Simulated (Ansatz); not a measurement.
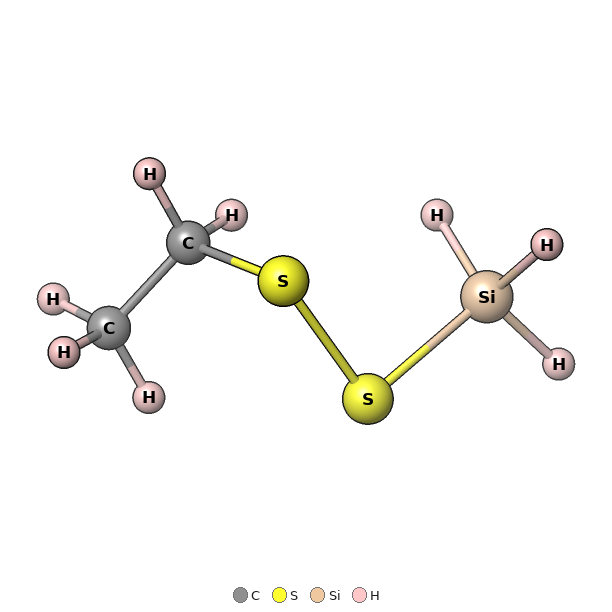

Distant atoms are faded towards the background colour. The computed structure is the end point of a PBE0-D4/def2-TZVP optimisation.

### Which symmetry elements does this geometry have?

It has no symmetry element but the identity, so the point group is C1. The group has 1 operation. The geometry is chiral, and symmetry allows a dipole moment.
